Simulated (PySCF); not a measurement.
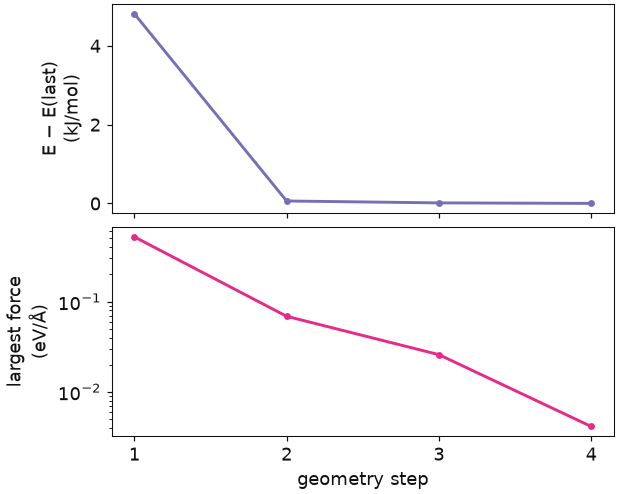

History of a geometry optimisation. tetramethylborate (SMILES C[B-](C)(C)C) (charge −1); PySCF, PBE0-D3(BJ)/def2-SVP, geometry optimisation.

The optimisation met its thresholds at geometry 4, counting the start as the first. The energy fell by about 4.8 kJ/mol from the first step to the last. The largest force goes from about 0.52 eV/Å at the start to 4 × 10⁻³ eV/Å at the end.
